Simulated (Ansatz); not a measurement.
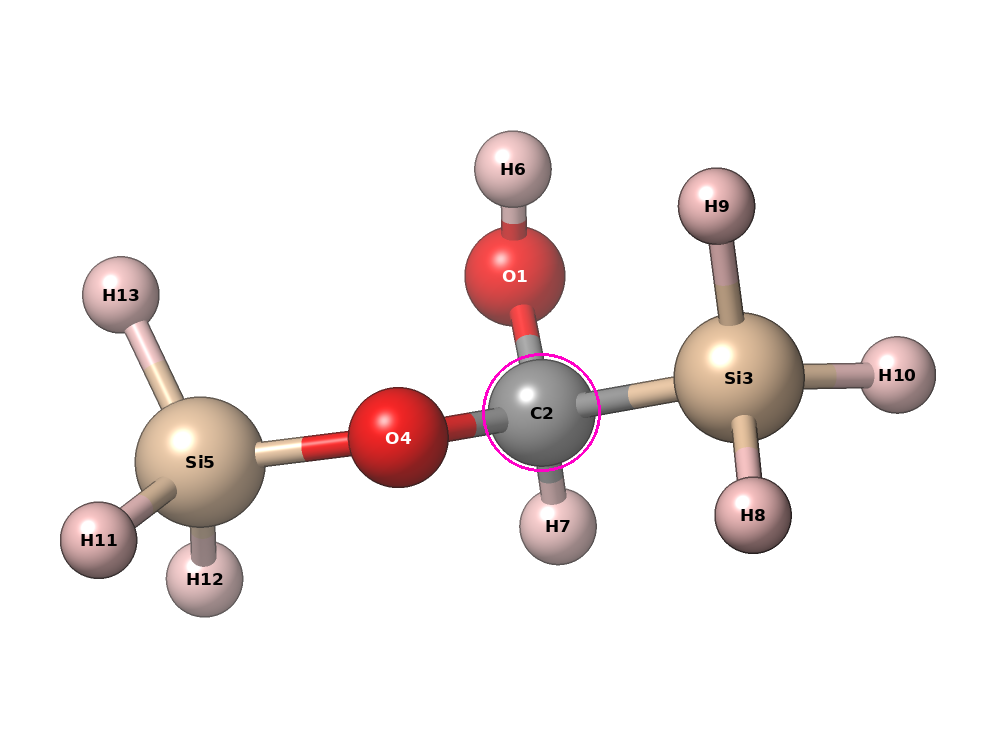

Distant atoms are faded towards the background colour. Circles mark the stereogenic atoms. Computed geometry: PBE0-D4/def2-TZVP optimisation. No frequency run is at hand to confirm it as a minimum.

Assign CIP descriptors.

Answer. C2: R (priorities Si3 > O4 > O1 > H7).

Write the isomeric SMILES.

Answer. O[C@@H]([SiH3])O[SiH3]
